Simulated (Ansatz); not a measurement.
```
CELL_PARAMETERS angstrom
4.88729 0.00000 0.00000
-2.44364 4.23251 0.00000
0.00000 0.00000 4.59325
ATOMIC_POSITIONS crystal
V 0.50000 0.00000 0.00000
V 0.00000 0.50000 0.00000
V 0.50000 0.50000 0.00000
V 0.00000 0.00000 0.50000
Si 0.00000 0.00000 0.00000
```

Space group P6/mmm; a structure generated by program, which may or may not match a known phase; spin-polarised.

All numbers below come from DFT PBE, scalar-relativistic, plane waves, PAW in Ansatz.

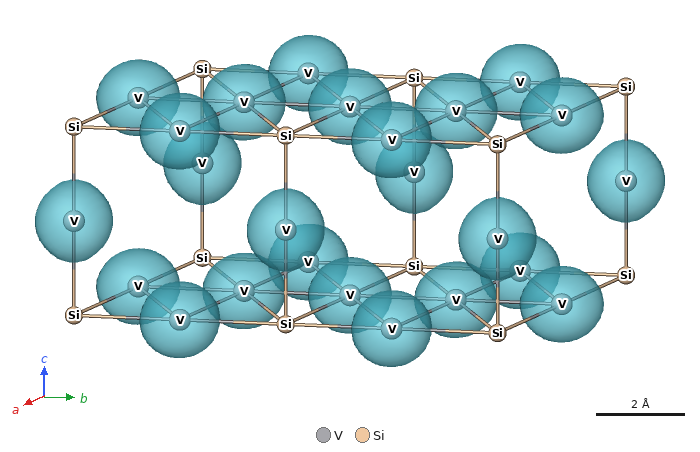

V4Si. Isosurface of the valence pseudo-density at 0.6 e/Å³ (cyan), seen at an oblique angle. Sticks mark near contacts.

Q: What does this surface tell about the bonding?

A: At this value the density breaks into separate islands; it holds about 70 % of the electrons treated as valence (semicore included). It bridges none of the near contacts. It is pinched off along the sampled V–Si (2.30 Å), V–V (2.44 Å) and V–Si (2.44 Å) contacts. On the grid the lowest density along these lines, outside the cores, is 0.45 e/Å³ (V–Si, 2.30 Å), 0.4 e/Å³ (V–V, 2.44 Å) and 0.38 e/Å³ (V–Si, 2.44 Å).

Q: Which magnetic arrangement did the calculation end in?

A: Parallel moments, as they must be, since the calculation's own cell holds one magnetic site; site moments V: +1.8 μB in one cell of 5 atoms.
